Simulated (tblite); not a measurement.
Geometry relaxation of C4H11ClSi2 (part 2 of 2)

C4H11ClSi2, SMILES C=CC[SiH2][SiH2]CCl; GFN2-xTB geometry optimisation, gas phase (tblite 0.8.0). It belongs to a series of runs on one base structure; here: constitutional isomer.

Geometry of the input (Å):
```
C  1.8261  -1.2600  1.3155
C  1.7156  -0.0336  0.7600
C  1.6176  0.2092  -0.7062
Si 0.0828  1.1556  -1.2679
Si -1.7952  -0.1482  -0.9166
C  -2.0851  -0.4508  0.8613
Cl -2.4822  1.0710  1.6934
H  1.8205  -2.1553  0.7177
H  1.9218  -1.3787  2.3929
H  1.7515  0.8313  1.4299
H  1.6585  -0.7341  -1.2653
H  2.4846  0.7893  -1.0119
H  -0.0201  2.4442  -0.5214
H  0.2131  1.4600  -2.7125
H  -1.6007  -1.4384  -1.6227
H  -2.9837  0.4949  -1.5461
H  -1.2108  -0.8800  1.3693
H  -2.9230  -1.1368  1.0189
```

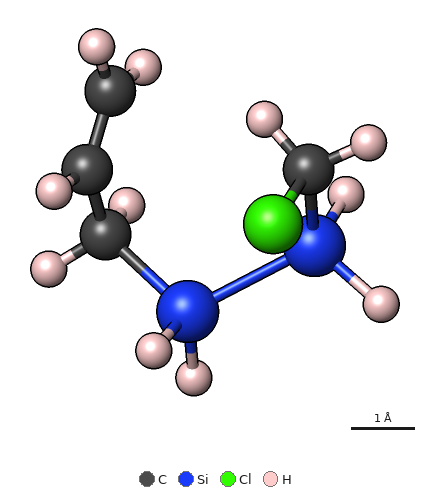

*The geometry at step 50 of the log (ball-and-stick view, seen at a tilt).*

**Trajectory as extended XYZ, continued**
```
18
Properties=species:S:1:pos:R:3:forces:R:3 step=29 energy=-602.03591
C     1.7389   -1.2188    1.2877   -0.0220  -0.0040   0.0120
C     1.7282   -0.0228    0.7271    0.0430   0.0300  -0.0170
C     1.6923    0.2290   -0.7371    0.0040  -0.0020  -0.0130
Si    0.0886    1.1531   -1.2584    0.1040  -0.0140   0.0020
Si   -1.7817   -0.1817   -0.9816    0.0250   0.0210  -0.0100
C    -2.0891   -0.4914    0.8811   -0.0010  -0.0580   0.0530
Cl   -2.3974    1.0721    1.6838    0.0110   0.0230  -0.0020
H     1.7348   -2.1212    0.6977   -0.0210  -0.0100  -0.0140
H     1.7648   -1.3504    2.3558   -0.0100  -0.0020   0.0190
H     1.7438    0.8661    1.3450   -0.0050  -0.0100   0.0210
H     1.7944   -0.7152   -1.2751   -0.0370   0.0280  -0.0210
H     2.5478    0.8508   -1.0122   -0.0270   0.0020   0.0160
H     0.0617    2.3944   -0.4740   -0.0190   0.0230  -0.0180
H     0.2834    1.5405   -2.6648   -0.0230   0.0040   0.0010
H    -1.6953   -1.5254   -1.5728    0.0060  -0.0350  -0.0020
H    -3.0295    0.4091   -1.4702   -0.0340   0.0180  -0.0460
H    -1.2347   -0.9337    1.3875    0.0220  -0.0150   0.0000
H    -2.9598   -1.1147    1.0688   -0.0160   0.0020   0.0200
18
Properties=species:S:1:pos:R:3:forces:R:3 step=32 energy=-602.03767
C     1.7233   -1.2167    1.2857    0.0030   0.0110  -0.0050
C     1.7301   -0.0210    0.7230    0.0280  -0.0150   0.0060
C     1.7030    0.2298   -0.7417    0.0010   0.0120   0.0180
Si    0.0983    1.1469   -1.2554   -0.0250   0.0260  -0.0080
Si   -1.7755   -0.1858   -0.9805   -0.0210  -0.0110   0.0220
C    -2.0877   -0.4969    0.8849    0.0050   0.0220   0.0150
Cl   -2.3816    1.0746    1.6856    0.0250  -0.0310  -0.0230
H     1.7161   -2.1191    0.6937   -0.0190   0.0140   0.0270
H     1.7450   -1.3443    2.3553   -0.0230  -0.0170  -0.0210
H     1.7438    0.8689    1.3403    0.0120  -0.0230   0.0080
H     1.8076   -0.7103   -1.2857   -0.0190   0.0150   0.0020
H     2.5542    0.8585   -1.0103    0.0070   0.0030   0.0000
H     0.0527    2.3874   -0.4697    0.0050   0.0150  -0.0160
H     0.2743    1.5426   -2.6604    0.0010   0.0060  -0.0250
H    -1.6918   -1.5324   -1.5700    0.0000  -0.0030   0.0080
H    -3.0234    0.4096   -1.4714    0.0110  -0.0050  -0.0300
H    -1.2324   -0.9424    1.3871   -0.0040  -0.0190   0.0130
H    -2.9647   -1.1097    1.0779    0.0120  -0.0010   0.0080
18
Properties=species:S:1:pos:R:3:forces:R:3 step=34 energy=-602.03835
C     1.7161   -1.2147    1.2845    0.0070  -0.0040  -0.0050
C     1.7337   -0.0201    0.7208   -0.0100  -0.0130   0.0140
C     1.7078    0.2316   -0.7429   -0.0070   0.0230   0.0030
Si    0.1013    1.1458   -1.2555   -0.0670   0.0160  -0.0110
Si   -1.7744   -0.1888   -0.9780   -0.0070  -0.0120  -0.0010
C    -2.0864   -0.4983    0.8885    0.0150  -0.0090  -0.0370
Cl   -2.3719    1.0736    1.6844    0.0170   0.0130   0.0080
H     1.7058   -2.1170    0.6940   -0.0160  -0.0140   0.0040
H     1.7325   -1.3431    2.3534   -0.0190  -0.0100   0.0030
H     1.7450    0.8684    1.3389    0.0280   0.0040   0.0160
H     1.8128   -0.7063   -1.2900   -0.0100   0.0030   0.0070
H     2.5570    0.8627   -1.0096    0.0210   0.0090  -0.0100
H     0.0505    2.3847   -0.4681    0.0110   0.0190  -0.0140
H     0.2715    1.5451   -2.6609    0.0050  -0.0010  -0.0120
H    -1.6913   -1.5368   -1.5678   -0.0010   0.0170   0.0180
H    -3.0209    0.4085   -1.4739    0.0300  -0.0170  -0.0130
H    -1.2320   -0.9483    1.3885   -0.0050  -0.0160   0.0190
H    -2.9659   -1.1073    1.0819    0.0080  -0.0070   0.0110
18
Properties=species:S:1:pos:R:3:forces:R:3 step=37 energy=-602.03978
C     1.7000   -1.2122    1.2814   -0.0130  -0.0260   0.0000
C     1.7392   -0.0187    0.7175   -0.0540   0.0300  -0.0060
C     1.7171    0.2395   -0.7458   -0.0350   0.0200  -0.0150
Si    0.0992    1.1453   -1.2567    0.0160  -0.0080   0.0000
Si   -1.7714   -0.1971   -0.9733    0.0380   0.0070  -0.0230
C    -2.0812   -0.5041    0.8926    0.0040  -0.0280   0.0000
Cl   -2.3462    1.0733    1.6833    0.0140   0.0290   0.0260
H     1.6790   -2.1153    0.6943   -0.0080  -0.0370  -0.0310
H     1.7013   -1.3415    2.3501    0.0000   0.0040   0.0180
H     1.7530    0.8679    1.3381    0.0440   0.0150   0.0140
H     1.8228   -0.6959   -1.2984   -0.0030   0.0160   0.0260
H     2.5666    0.8734   -1.0091   -0.0240  -0.0020  -0.0050
H     0.0457    2.3827   -0.4675    0.0070   0.0230  -0.0130
H     0.2644    1.5495   -2.6629    0.0030  -0.0150   0.0150
H    -1.6893   -1.5444   -1.5600    0.0030  -0.0130   0.0050
H    -3.0098    0.4041   -1.4824    0.0040  -0.0160   0.0030
H    -1.2322   -0.9642    1.3936   -0.0030   0.0020  -0.0030
H    -2.9668   -1.1023    1.0935    0.0040  -0.0020  -0.0100
18
Properties=species:S:1:pos:R:3:forces:R:3 step=40 energy=-602.04109
C     1.6923   -1.2142    1.2795   -0.0340   0.0150  -0.0140
C     1.7364   -0.0178    0.7182   -0.0120  -0.0130   0.0110
C     1.7150    0.2472   -0.7454   -0.0030  -0.0210   0.0320
Si    0.0969    1.1489   -1.2570    0.0310   0.0230   0.0130
Si   -1.7663   -0.1998   -0.9729    0.0090  -0.0100   0.0150
C    -2.0776   -0.5092    0.8939   -0.0030   0.0420   0.0200
Cl   -2.3309    1.0748    1.6848    0.0170  -0.0340  -0.0010
H     1.6642   -2.1196    0.6926   -0.0130   0.0330  -0.0040
H     1.6890   -1.3428    2.3499    0.0160   0.0040  -0.0370
H     1.7660    0.8666    1.3432    0.0150  -0.0150  -0.0080
H     1.8190   -0.6876   -1.2983   -0.0050  -0.0060   0.0090
H     2.5679    0.8769   -1.0091   -0.0420   0.0080   0.0120
H     0.0429    2.3919   -0.4757    0.0030   0.0110  -0.0130
H     0.2594    1.5475   -2.6644    0.0070  -0.0120  -0.0010
H    -1.6855   -1.5483   -1.5549    0.0110  -0.0270  -0.0080
H    -3.0007    0.4003   -1.4926   -0.0040  -0.0170   0.0180
H    -1.2314   -0.9728    1.3965    0.0080   0.0060  -0.0150
H    -2.9655   -1.1021    1.1001   -0.0020   0.0110  -0.0270
18
Properties=species:S:1:pos:R:3:forces:R:3 step=42 energy=-602.04213
C     1.6780   -1.2138    1.2756   -0.0250   0.0340  -0.0120
C     1.7319   -0.0159    0.7176    0.0460  -0.0370   0.0200
C     1.7152    0.2526   -0.7446    0.0140  -0.0290   0.0250
Si    0.0993    1.1511   -1.2568   -0.0330   0.0210   0.0050
Si   -1.7593   -0.2050   -0.9709   -0.0140  -0.0230   0.0150
C    -2.0739   -0.5110    0.8974    0.0110   0.0240  -0.0230
Cl   -2.3121    1.0743    1.6872    0.0070  -0.0210   0.0100
H     1.6461   -2.1196    0.6889   -0.0300   0.0520  -0.0040
H     1.6728   -1.3417    2.3459    0.0180  -0.0070  -0.0290
H     1.7788    0.8661    1.3446   -0.0180  -0.0140  -0.0030
H     1.8224   -0.6801   -1.2986   -0.0110  -0.0350  -0.0090
H     2.5657    0.8838   -1.0084   -0.0140   0.0210   0.0260
H     0.0419    2.3959   -0.4794    0.0030   0.0160  -0.0070
H     0.2568    1.5466   -2.6648    0.0130  -0.0080  -0.0140
H    -1.6827   -1.5567   -1.5502    0.0190   0.0010   0.0050
H    -2.9935    0.3935   -1.4961    0.0080  -0.0220   0.0280
H    -1.2308   -0.9816    1.3983    0.0120   0.0040  -0.0100
H    -2.9655   -1.0988    1.1026   -0.0050   0.0230  -0.0220
18
Properties=species:S:1:pos:R:3:forces:R:3 step=45 energy=-602.04419
C     1.6344   -1.2079    1.2656    0.0270  -0.0040   0.0160
C     1.7316   -0.0117    0.7137    0.0460   0.0200  -0.0110
C     1.7237    0.2624   -0.7452   -0.0160   0.0140  -0.0440
Si    0.1013    1.1529   -1.2561   -0.0360  -0.0270  -0.0100
Si   -1.7434   -0.2236   -0.9638    0.0040   0.0060  -0.0280
C    -2.0622   -0.5153    0.9039    0.0170  -0.0390  -0.0190
Cl   -2.2588    1.0712    1.6948   -0.0080   0.0280   0.0300
H     1.5886   -2.1097    0.6775   -0.0600  -0.0020  -0.0450
H     1.6228   -1.3375    2.3334    0.0120  -0.0270   0.0510
H     1.8033    0.8652    1.3435   -0.0320   0.0190   0.0220
H     1.8403   -0.6655   -1.3058   -0.0100  -0.0150   0.0010
H     2.5643    0.9085   -1.0024    0.0180   0.0000   0.0220
H     0.0385    2.3989   -0.4819    0.0000   0.0180  -0.0020
H     0.2510    1.5474   -2.6661    0.0140  -0.0130  -0.0010
H    -1.6737   -1.5793   -1.5361    0.0330   0.0130   0.0130
H    -2.9740    0.3730   -1.4969   -0.0180  -0.0130   0.0230
H    -1.2290   -1.0066    1.4018    0.0050  -0.0030  -0.0050
H    -2.9674   -1.0828    1.1085    0.0040   0.0260  -0.0120
18
Properties=species:S:1:pos:R:3:forces:R:3 step=48 energy=-602.04633
C     1.6048   -1.2049    1.2598    0.0460  -0.0310   0.0160
C     1.7367   -0.0090    0.7141   -0.0550   0.0310   0.0030
C     1.7222    0.2716   -0.7443    0.0020   0.0190   0.0160
Si    0.0963    1.1585   -1.2554    0.0390   0.0020  -0.0070
Si   -1.7294   -0.2363   -0.9616   -0.0090   0.0240  -0.0040
C    -2.0495   -0.5201    0.9057    0.0030   0.0230   0.0230
Cl   -2.2176    1.0686    1.7057    0.0010  -0.0080  -0.0050
H     1.5325   -2.0995    0.6615   -0.0510   0.0100  -0.0050
H     1.5959   -1.3421    2.3280    0.0090  -0.0280   0.0000
H     1.8238    0.8621    1.3510   -0.0050   0.0130  -0.0060
H     1.8394   -0.6560   -1.3076    0.0050   0.0380   0.0070
H     2.5594    0.9252   -0.9924    0.0250  -0.0260  -0.0270
H     0.0345    2.4164   -0.4963   -0.0080  -0.0290  -0.0140
H     0.2478    1.5399   -2.6694    0.0100  -0.0100   0.0020
H    -1.6557   -1.5946   -1.5231    0.0400  -0.0060  -0.0020
H    -2.9592    0.3528   -1.4989   -0.0590  -0.0030   0.0040
H    -1.2243   -1.0254    1.4020   -0.0010  -0.0180   0.0010
H    -2.9666   -1.0673    1.1094    0.0060  -0.0020  -0.0010
18
Properties=species:S:1:pos:R:3:forces:R:3 step=50 energy=-602.04779
C     1.6034   -1.2062    1.2595   -0.0100   0.0180  -0.0180
C     1.7352   -0.0072    0.7173   -0.0570  -0.0280   0.0370
C     1.7169    0.2761   -0.7415    0.0350  -0.0040   0.0610
Si    0.0946    1.1627   -1.2561    0.0290   0.0200  -0.0080
Si   -1.7257   -0.2367   -0.9632   -0.0360   0.0100   0.0260
C    -2.0439   -0.5196    0.9060   -0.0040   0.0330   0.0000
Cl   -2.2077    1.0675    1.7117    0.0110  -0.0220  -0.0160
H     1.5083   -2.0948    0.6528   -0.0100   0.0350   0.0380
H     1.5974   -1.3502    2.3283    0.0160  -0.0190  -0.0580
H     1.8298    0.8617    1.3570    0.0070  -0.0050  -0.0200
H     1.8318   -0.6520   -1.3041    0.0070   0.0330  -0.0010
H     2.5569    0.9260   -0.9894    0.0230  -0.0190  -0.0310
H     0.0332    2.4266   -0.5073   -0.0110  -0.0320  -0.0090
H     0.2499    1.5324   -2.6717    0.0100   0.0010  -0.0190
H    -1.6415   -1.5981   -1.5191    0.0320   0.0170   0.0010
H    -2.9616    0.3442   -1.4982   -0.0390  -0.0140   0.0040
H    -1.2213   -1.0308    1.4007   -0.0090  -0.0100   0.0030
H    -2.9646   -1.0619    1.1056    0.0080  -0.0120   0.0110
18
Properties=species:S:1:pos:R:3:forces:R:3 step=53 energy=-602.04975
C     1.5769   -1.2025    1.2532   -0.0690   0.0310  -0.0190
C     1.7290   -0.0026    0.7194    0.0250  -0.0060   0.0000
C     1.7226    0.2876   -0.7374   -0.0010   0.0010  -0.0150
Si    0.0978    1.1643   -1.2590   -0.0130  -0.0140  -0.0170
Si   -1.7176   -0.2450   -0.9595   -0.0050   0.0170  -0.0020
C    -2.0321   -0.5210    0.9106   -0.0120  -0.0250  -0.0080
Cl   -2.1662    1.0639    1.7201    0.0120   0.0100   0.0030
H     1.4469   -2.0807    0.6402    0.0250  -0.0080   0.0010
H     1.5686   -1.3586    2.3189    0.0140  -0.0010  -0.0080
H     1.8460    0.8626    1.3588    0.0100  -0.0040   0.0210
H     1.8408   -0.6348   -1.3070    0.0040  -0.0160   0.0060
H     2.5618    0.9383   -0.9870    0.0160  -0.0080   0.0220
H     0.0277    2.4285   -0.5162   -0.0130   0.0050   0.0090
H     0.2504    1.5275   -2.6762    0.0130   0.0030  -0.0250
H    -1.6177   -1.6107   -1.5061    0.0190   0.0420   0.0060
H    -2.9612    0.3227   -1.4949   -0.0130  -0.0250   0.0070
H    -1.2200   -1.0526    1.4022   -0.0110   0.0120  -0.0020
H    -2.9626   -1.0473    1.1082    0.0010  -0.0150   0.0210
18
Properties=species:S:1:pos:R:3:forces:R:3 step=56 energy=-602.05095
C     1.5316   -1.1944    1.2435    0.0150  -0.0070  -0.0010
C     1.7288    0.0025    0.7186   -0.0060   0.0120  -0.0170
C     1.7300    0.3003   -0.7366   -0.0130   0.0040  -0.0340
Si    0.0992    1.1645   -1.2637    0.0040   0.0170  -0.0140
Si   -1.7064   -0.2543   -0.9542    0.0060   0.0200  -0.0010
C    -2.0207   -0.5270    0.9153   -0.0140   0.0040   0.0250
Cl   -2.1135    1.0602    1.7288    0.0020  -0.0030   0.0000
H     1.3828   -2.0661    0.6266    0.0060  -0.0140  -0.0330
H     1.5304   -1.3634    2.3065   -0.0160   0.0230   0.0240
H     1.8684    0.8604    1.3632    0.0150  -0.0100   0.0210
H     1.8538   -0.6181   -1.3115    0.0060  -0.0240   0.0140
H     2.5679    0.9549   -0.9796    0.0070  -0.0020   0.0240
H     0.0193    2.4307   -0.5239   -0.0110  -0.0050  -0.0020
H     0.2497    1.5243   -2.6833    0.0100  -0.0050  -0.0010
H    -1.5928   -1.6211   -1.4902    0.0180   0.0090  -0.0150
H    -2.9556    0.2953   -1.4928   -0.0240  -0.0120  -0.0010
H    -1.2202   -1.0767    1.4046    0.0070   0.0050  -0.0030
H    -2.9615   -1.0324    1.1171   -0.0120  -0.0110   0.0160
18
Properties=species:S:1:pos:R:3:forces:R:3 step=58 energy=-602.05160
C     1.5401   -1.1960    1.2450    0.0300  -0.0290   0.0050
C     1.7278    0.0025    0.7202   -0.0150   0.0040  -0.0040
C     1.7252    0.2981   -0.7365    0.0100  -0.0100   0.0160
Si    0.0983    1.1670   -1.2662    0.0060   0.0180  -0.0030
Si   -1.7112   -0.2462   -0.9561   -0.0110  -0.0020   0.0180
C    -2.0248   -0.5253    0.9142   -0.0010   0.0090  -0.0010
Cl   -2.1264    1.0610    1.7282   -0.0050  -0.0020   0.0030
H     1.3969   -2.0687    0.6266    0.0020   0.0090  -0.0060
H     1.5476   -1.3657    2.3088   -0.0280   0.0210  -0.0090
H     1.8655    0.8594    1.3677    0.0090  -0.0130  -0.0110
H     1.8463   -0.6244   -1.3061    0.0000  -0.0080   0.0060
H     2.5685    0.9463   -0.9777   -0.0030   0.0070   0.0020
H     0.0185    2.4331   -0.5264   -0.0070  -0.0020  -0.0060
H     0.2546    1.5216   -2.6861    0.0060   0.0020  -0.0060
H    -1.5884   -1.6113   -1.4945    0.0110   0.0080  -0.0140
H    -2.9659    0.2958   -1.4915   -0.0060  -0.0110   0.0020
H    -1.2199   -1.0691    1.4025    0.0110  -0.0010  -0.0040
H    -2.9614   -1.0385    1.1163   -0.0100  -0.0010   0.0130
18
Properties=species:S:1:pos:R:3:forces:R:3 step=61 energy=-602.05198
C     1.5406   -1.1973    1.2438    0.0060   0.0200  -0.0100
C     1.7256    0.0028    0.7205    0.0140  -0.0260   0.0070
C     1.7257    0.2982   -0.7357   -0.0070   0.0010  -0.0010
Si    0.0991    1.1692   -1.2685   -0.0020  -0.0180   0.0030
Si   -1.7129   -0.2439   -0.9545    0.0070   0.0010  -0.0060
C    -2.0257   -0.5253    0.9154    0.0010  -0.0080   0.0060
Cl   -2.1248    1.0610    1.7294   -0.0070  -0.0020   0.0070
H     1.3942   -2.0680    0.6237    0.0060   0.0020   0.0020
H     1.5450   -1.3646    2.3076   -0.0200   0.0010   0.0020
H     1.8683    0.8580    1.3689   -0.0030  -0.0080  -0.0080
H     1.8462   -0.6256   -1.3038   -0.0010   0.0060   0.0030
H     2.5705    0.9456   -0.9756   -0.0110   0.0000  -0.0010
H     0.0158    2.4342   -0.5284   -0.0010   0.0090  -0.0040
H     0.2577    1.5207   -2.6891    0.0040   0.0020   0.0010
H    -1.5817   -1.6074   -1.4959    0.0050   0.0090  -0.0080
H    -2.9711    0.2907   -1.4904    0.0030  -0.0080   0.0050
H    -1.2188   -1.0694    1.4013   -0.0040   0.0070  -0.0060
H    -2.9623   -1.0393    1.1197    0.0120   0.0130   0.0070
18
Properties=species:S:1:pos:R:3:forces:R:3 step=64 energy=-602.05218
C     1.5283   -1.1954    1.2404   -0.0090  -0.0010   0.0010
C     1.7265    0.0028    0.7191    0.0040   0.0040   0.0000
C     1.7280    0.3019   -0.7359   -0.0010   0.0000  -0.0030
Si    0.0997    1.1688   -1.2696   -0.0020   0.0000   0.0040
Si   -1.7080   -0.2477   -0.9520    0.0000  -0.0010  -0.0040
C    -2.0218   -0.5272    0.9181    0.0040   0.0080   0.0010
Cl   -2.1077    1.0594    1.7334   -0.0040  -0.0010   0.0070
H     1.3736   -2.0630    0.6181    0.0050  -0.0090   0.0040
H     1.5248   -1.3629    2.3041   -0.0070  -0.0070   0.0010
H     1.8766    0.8552    1.3686   -0.0030   0.0060   0.0050
H     1.8517   -0.6204   -1.3053    0.0020   0.0020  -0.0080
H     2.5704    0.9530   -0.9727   -0.0020  -0.0010  -0.0070
H     0.0126    2.4351   -0.5313    0.0010   0.0020  -0.0070
H     0.2577    1.5205   -2.6907    0.0030  -0.0020   0.0090
H    -1.5735   -1.6105   -1.4929    0.0070  -0.0020  -0.0080
H    -2.9678    0.2802   -1.4893   -0.0050   0.0000   0.0010
H    -1.2180   -1.0774    1.4016    0.0000   0.0010   0.0040
H    -2.9621   -1.0326    1.1248    0.0060   0.0000   0.0020
18
Properties=species:S:1:pos:R:3:forces:R:3 step=66 energy=-602.05225
C     1.5266   -1.1952    1.2400   -0.0060  -0.0140   0.0070
C     1.7273    0.0026    0.7190   -0.0080   0.0120  -0.0030
C     1.7279    0.3021   -0.7362    0.0100  -0.0040   0.0080
Si    0.0996    1.1682   -1.2694   -0.0010   0.0110   0.0030
Si   -1.7074   -0.2479   -0.9522   -0.0110  -0.0060   0.0070
C    -2.0211   -0.5267    0.9187    0.0050   0.0060  -0.0090
Cl   -2.1069    1.0591    1.7349   -0.0010   0.0050   0.0060
H     1.3725   -2.0631    0.6178    0.0030  -0.0030   0.0040
H     1.5213   -1.3632    2.3038   -0.0030  -0.0030  -0.0050
H     1.8771    0.8551    1.3688   -0.0020   0.0020   0.0000
H     1.8525   -0.6197   -1.3061    0.0000  -0.0020  -0.0080
H     2.5697    0.9537   -0.9731    0.0030   0.0040  -0.0080
H     0.0122    2.4354   -0.5325    0.0010   0.0000  -0.0050
H     0.2584    1.5202   -2.6901    0.0030  -0.0020   0.0020
H    -1.5713   -1.6103   -1.4940    0.0060  -0.0010  -0.0040
H    -2.9682    0.2786   -1.4887   -0.0030   0.0000   0.0000
H    -1.2178   -1.0776    1.4018    0.0070   0.0010   0.0060
H    -2.9612   -1.0316    1.1258   -0.0030  -0.0060  -0.0010
18
Properties=species:S:1:pos:R:3:forces:R:3 step=69 energy=-602.05234
C     1.5290   -1.1963    1.2406   -0.0030   0.0000   0.0020
C     1.7271    0.0022    0.7196   -0.0040  -0.0040  -0.0030
C     1.7275    0.3007   -0.7357    0.0010   0.0020  -0.0020
Si    0.0993    1.1687   -1.2688    0.0000  -0.0010   0.0010
Si   -1.7097   -0.2464   -0.9526    0.0000   0.0000   0.0030
C    -2.0215   -0.5252    0.9185    0.0000  -0.0050   0.0020
Cl   -2.1124    1.0598    1.7365    0.0020   0.0010  -0.0010
H     1.3788   -2.0654    0.6191    0.0000   0.0020   0.0000
H     1.5226   -1.3643    2.3042   -0.0010  -0.0020   0.0030
H     1.8750    0.8554    1.3694   -0.0060  -0.0050  -0.0050
H     1.8508   -0.6210   -1.3063   -0.0020   0.0010   0.0020
H     2.5693    0.9517   -0.9748    0.0020   0.0040  -0.0010
H     0.0124    2.4370   -0.5347    0.0020   0.0030   0.0010
H     0.2609    1.5194   -2.6893    0.0010  -0.0020  -0.0020
H    -1.5689   -1.6073   -1.4977    0.0000   0.0030   0.0030
H    -2.9720    0.2785   -1.4878    0.0020  -0.0010   0.0010
H    -1.2169   -1.0745    1.4016    0.0060   0.0060   0.0010
H    -2.9601   -1.0332    1.1265   -0.0010  -0.0040  -0.0040
```

**Summary**

```json
{"quantity": "outcome", "value": "converged"}
{"quantity": "total energy", "value": "−602.0523 eV"}
{"quantity": "hardware", "value": "1 CPU thread, shared host"}
{"quantity": "wall time", "value": "0.66 s"}
{"quantity": "peak memory", "value": "0.18 GiB"}
```
